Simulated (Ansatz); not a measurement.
**NBrO (nitrosyl bromide): levels of theory compared**

Wanted: a comparison of 6 runs (UHF/STO-3G, B3LYP/STO-3G, PBE/STO-3G, SVWN5/STO-3G, UPBE/STO-3G, UCCSD(T)/STO-3G) of NBrO (nitrosyl bromide). 

The calculation is run with Ansatz 0.2.0.

51 further runs of the same task are left out: 13 that didn't finish, 38 set aside as unsound or not needed.

### 1 The structure to begin with

NBrO: 3 atoms, total charge 0, spin state singlet. As SMILES, `O=NBr`. The Br3–N2 distance was set to 2.479 Å, away from the relaxed value.

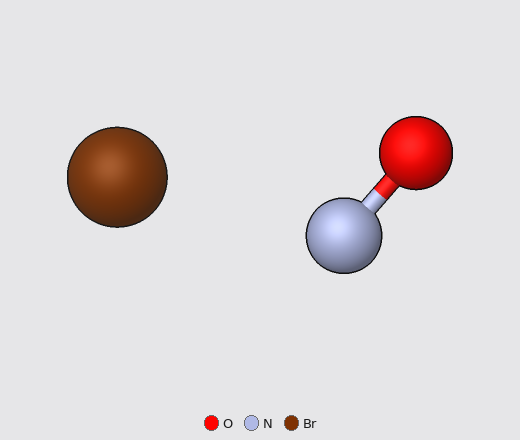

Viewed from a chosen angle; oxygen red, nitrogen light blue, bromine brown.

### 2 A single-point energy at UHF/STO-3G (run 1)

File run.yaml:

```yaml
crystal:
  periodic: [false, false, false]
  atoms:
    - {symbol: O, position_ang: [1.138512, -1.089179, 0.509285]}
    - {symbol: N, position_ang: [0.123032, -1.032719, -0.043045]}
    - {symbol: Br, position_ang: [-0.865960, 1.220600, -0.345330]}
basis:
  gaussian:
    orbitals: STO-3G
magnetization:
  spin_polarized: true
hamiltonian:
  xc: hf
accuracy: high
```

The run is started by

```bash
$ ansatz run run.yaml --threads 1 --pin off --max-ram 2610MiB --events-out events.jsonl --progress --plain --runs-dir runs
```

Standard output:

```text
Warning: RAYON_NUM_THREADS=1 ignored (pool sized by the plan → 1); use --threads N
Functional definition: HF
  name "HF"
  exchange = exact_x
  correlation = 0
384 factors; integrals over basis functions are off by at most 2.2e-8 eV
mean field evaluation 1: about -72707.6173 eV, gradient 1.0e1 eV
mean field evaluation 2: about -72707.6852 eV, gradient 1.0e1 eV
mean field evaluation 4: about -72711.1670 eV, gradient 4.2e0 eV
mean field evaluation 8: about -72711.6463 eV, gradient 1.8e-1 eV
mean field evaluation 16: about -72711.6352 eV, gradient 1.2e-8 eV
mean field evaluation 32: about -72713.4372 eV, gradient 1.7e-7 eV
mean field evaluation 64: about -72713.3579 eV, gradient 3.6e-1 eV
mean field evaluation 96: about -72713.0524 eV, gradient 9.0e-1 eV
mean field evaluation 128: about -72713.2823 eV, gradient 1.2e-1 eV
mean field evaluation 160: about -72712.8281 eV, gradient 5.0e-1 eV
mean field evaluation 192: about -72712.3714 eV, gradient 7.0e-1 eV
mean field evaluation 224: about -72712.9983 eV, gradient 2.6e0 eV
mean field evaluation 256: about -72711.6344 eV, gradient 1.6e-1 eV
mean field -72713.43717828 eV, -2672.1695293637 hartree, gradient 1.6e-8 eV, S^2 1.102811; 8 other end points of the search recorded, 0 dependent functions left out
reference -72713.43717828 eV, -2672.1695293637 hartree; 25, 25 occupied and 3, 3 virtual orbitals, 384 factors
Total energy: -72713.43717828 eV, -2672.1695293637 hartree
```

It took 1.4 s on 1 thread of Arm Neoverse V1, shared host.

### 3 The energy at B3LYP/STO-3G (run 2)

File job.yaml:

```yaml
crystal:
  periodic: [false, false, false]
  atoms:
    - {symbol: O, position_ang: [1.138512, -1.089179, 0.509285]}
    - {symbol: N, position_ang: [0.123032, -1.032719, -0.043045]}
    - {symbol: Br, position_ang: [-0.865960, 1.220600, -0.345330]}
basis:
  gaussian: {orbitals: STO-3G}
accuracy: high
hamiltonian: {xc: {name: B3LYP}}
```

The run is started by

```bash
$ ansatz run job.yaml --threads 1 --pin off --max-ram 2610MiB --events-out events.jsonl --progress --plain --runs-dir runs
```

Standard output:

```text
Warning: RAYON_NUM_THREADS=1 ignored (pool sized by the plan → 1); use --threads N
Functional definition: B3LYP
  name "B3LYP"
  parameter a0 = 0.2
  parameter ax = 0.72
  parameter ac = 0.81
  exchange = (1 - a0 - ax)*slater_x + ax*b88_x + a0*exact_x
  correlation = (1 - ac)*vwn_rpa_c + ac*lyp_c
384 factors; integrals over basis functions are off by at most 2.2e-8 eV
mean field evaluation 1: about -72760.4669 eV, gradient 2.0e1 eV
mean field evaluation 2: about -72678.7208 eV, gradient 5.6e1 eV
mean field evaluation 4: about -72763.3852 eV, gradient 1.6e1 eV
mean field evaluation 8: about -72763.3533 eV, gradient 1.6e1 eV
mean field evaluation 16: about -72765.7820 eV, gradient 6.8e-6 eV
mean field -72765.78199873 eV, -2674.0931660348 hartree, gradient 4.4e-8 eV, S^2 0.000000; 0 other end points of the search recorded, 0 dependent functions left out
reference -72765.78202024 eV, -2674.0931668253 hartree; 25, 25 occupied and 3, 3 virtual orbitals, 384 factors
Total energy: -72765.78202024 eV, -2674.0931668253 hartree
```

It took 1.5 s on 1 thread of Arm Neoverse V1, shared host; peak memory 0.091 GiB.

Run 3 isn't shown in full; the table further down has it.

### 4 The energy at SVWN5/STO-3G (run 4)

File molecule.yaml:

```yaml
basis:
  gaussian:
    orbitals: STO-3G
crystal:
  periodic: [false, false, false]
  atoms:
    - {symbol: O, position_ang: [1.138512, -1.089179, 0.509285]}
    - {symbol: N, position_ang: [0.123032, -1.032719, -0.043045]}
    - {symbol: Br, position_ang: [-0.865960, 1.220600, -0.345330]}
accuracy: high
hamiltonian:
  xc: {name: SVWN5}
```

The run is started by

```bash
$ ansatz run molecule.yaml --threads 1 --pin off --max-ram 2610MiB --events-out events.jsonl --progress --plain --runs-dir runs
```

Standard output:

```text
Warning: RAYON_NUM_THREADS=1 ignored (pool sized by the plan → 1); use --threads N
Functional definition: SVWN5
  name "SVWN5"
  exchange = slater_x
  correlation = vwn5_c
384 factors; integrals over basis functions are off by at most 2.2e-8 eV
mean field evaluation 1: about -72631.5017 eV, gradient 2.7e1 eV
mean field evaluation 2: about -72539.1680 eV, gradient 8.2e1 eV
mean field evaluation 4: about -72572.5026 eV, gradient 8.2e1 eV
mean field evaluation 8: about -72633.4700 eV, gradient 3.7e1 eV
mean field evaluation 16: about -72637.7766 eV, gradient 2.2e-6 eV
mean field evaluation 32: about -72613.8119 eV, gradient 5.9e1 eV
mean field evaluation 64: about -72637.6824 eV, gradient 1.5e0 eV
mean field -72637.77662417 eV, -2669.3890552847 hartree, gradient 1.5e-8 eV, S^2 0.000000; 4 other end points of the search recorded, 0 dependent functions left out
reference -72637.77662526 eV, -2669.3890553250 hartree; 25, 25 occupied and 3, 3 virtual orbitals, 384 factors
Total energy: -72637.77662526 eV, -2669.3890553250 hartree
```

Run time: 1.8 s. Hardware: 1 thread of Arm Neoverse V1, shared host.

Run 5 isn't shown in full; the table further down has it.

### 5 The energy at UCCSD(T)/STO-3G (run 6)

File job.yaml:

```yaml
crystal:
  periodic: [false, false, false]
  atoms:
    - {symbol: O, position_ang: [1.138512, -1.089179, 0.509285]}
    - {symbol: "N", position_ang: [0.123032, -1.032719, -0.043045]}
    - {symbol: Br, position_ang: [-0.865960, 1.220600, -0.345330]}
basis:
  gaussian: {orbitals: STO-3G}
accuracy: high
scf: {omitted_lower_state_checks: [cluster_reference, increment]}
magnetization: {spin_polarized: true, initial_magnetization: 0}
correlation: {method: ccsd_t, frozen_orbitals: {Br: 9, "N": 1, O: 1}}
```

The run is started by

```bash
$ ansatz run job.yaml --threads 1 --pin off --max-ram 2610MiB --events-out events.jsonl --progress --plain --runs-dir runs
```

Standard output:

```text
Warning: RAYON_NUM_THREADS=1 ignored (pool sized by the plan → 1); use --threads N
[... 19 lines left out ...]
11 core orbitals not correlated: weight in the atoms' cores, before any rotation towards them, 1.000 or more for the frozen orbitals, at most 0.000 for the correlated occupied ones
[... 50 lines left out ...]
Total energy: -72717.38725189 eV, -2672.3146918917 hartree
Checks for a lower state left out: cluster_reference, increment
```

Run time: 3.3 s. Hardware: 1 thread of Arm Neoverse V1, shared host.

### 6 The series

```csv
run,level,frozen core orbitals,energy (Eh),wall time
1,UHF/STO-3G,–,-2672.169529,1.4 s
2,B3LYP/STO-3G,–,-2674.093167,1.5 s
3,PBE/STO-3G,–,-2673.569658,3 s
4,SVWN5/STO-3G,–,-2669.389055,1.8 s
5,UPBE/STO-3G,–,-2673.569658,8.4 s
6,UCCSD(T)/STO-3G,11,-2672.314692,3.3 s
```

### 7 Results

| quantity | value |
| --- | --- |
| run 6: total energy | -2672.31469 Eh |
| run 6: correlation energy (11 core orbitals frozen) | -145.2 mEh |
| run 6: (T) correction | -5.64 mEh |
| run 6: ⟨S²⟩ of the reference determinant | 1.103 |
| run 6: T1 diagnostic | 0.054 |

**Reading.** Totals of different functionals can't be ranked against each other. In runs 1, 2, 3, 4, 5, 6 the basis is minimal, so the values are rough. Spin contamination of the reference: run 1 ⟨S²⟩ = 1.10, run 6 ⟨S²⟩ = 1.10. Where it is this large, the reference is a mixture of spin states, and values that rest on it are in doubt. All runs together took 19 s, the longest 8.4 s.
